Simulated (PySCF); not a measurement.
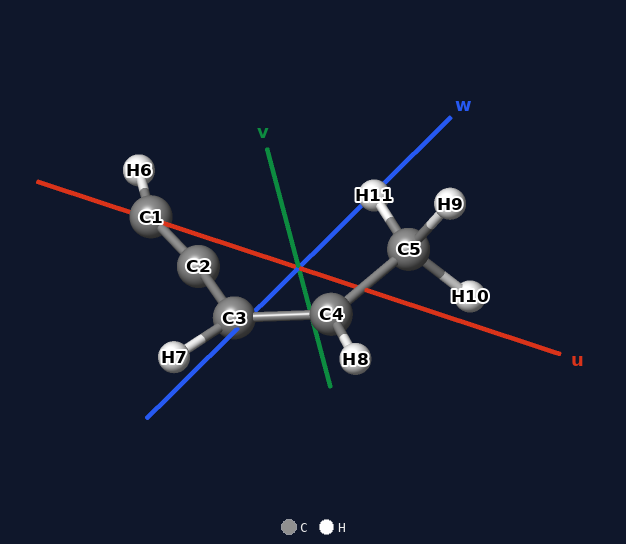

The lines u, v and w are the principal axes of the static dipole polarisability. Geometry: a frame of a GFN2-xTB molecular-dynamics simulation, not a minimum. Computed with PBE0/def2-SVPD (PySCF 2.14.0).

> Along which axis is the molecule most polarisable, and along which least?

Most along u (close to the long direction C1···C5), least along v.

> Give the three principal values.

u 89.9, v 42.0, w 54.8 bohr³; mean 62.2, anisotropy 43.0 bohr³.
